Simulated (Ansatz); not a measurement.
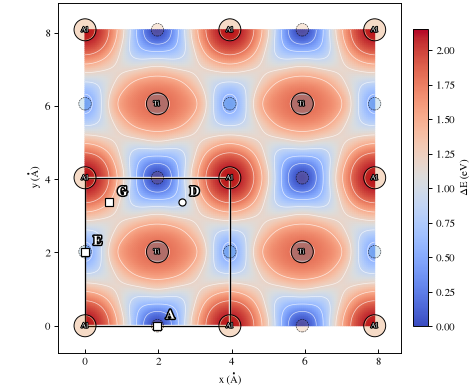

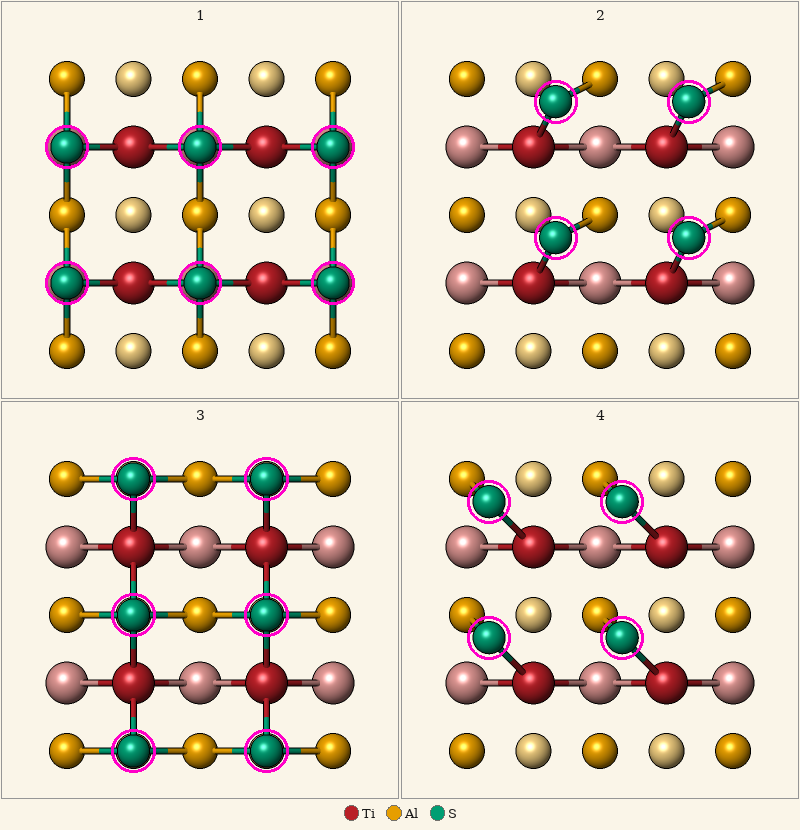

S on a TiAl(110) slab cut from the P4/mmm phase (8 atoms of substrate and one adsorbate in a 1 × 1 cell). One S atom a 1 × 1 cell is placed over a mesh of places on the rigid (1 1 0) surface, and only its height is relaxed. Places are given modulo a cell vector. The map is drawn in real space over the plane of the surface. Grid: 6 × 6 points. Energies are in eV, from the lowest grid point. With one adsorbate in each 1 × 1 cell, its nearest image is 4.0 Å away, so neighbouring adsorbates interact. Theory: Ansatz 0.2.0, DFT PBEsol, scalar-relativistic, plane waves, PAW.

Drawn: a smooth colour map with a few white contour lines, labelled circles for the atoms of the top layer and small ones for the second layer, the outline of one cell of the 2 × 2 shown, lettered points. Between grid points the surface is interpolated. The numbered pictures are the structures at these points, in random order. Rings mark the moved atoms.

Question: Which structure belongs to which point?

Answer: A is structure 3: a fourfold hollow (Al–Al–Ti–Ti) over a second-layer Al atom, (3/6, 0/6) of the cell vectors, 0.00 eV; D is structure 2: (4/6, 5/6) of the cell vectors [nearest 1 Ti at 2.31 Å and 1 Al at 2.25 Å], 0.85 eV; E is structure 1: a fourfold hollow (Al–Al–Ti–Ti) over a second-layer Ti atom, (0/6, 3/6) of the cell vectors, 0.51 eV; G is structure 4: (1/6, 5/6) of the cell vectors [nearest 1 Al at 2.10 Å], 1.49 eV.
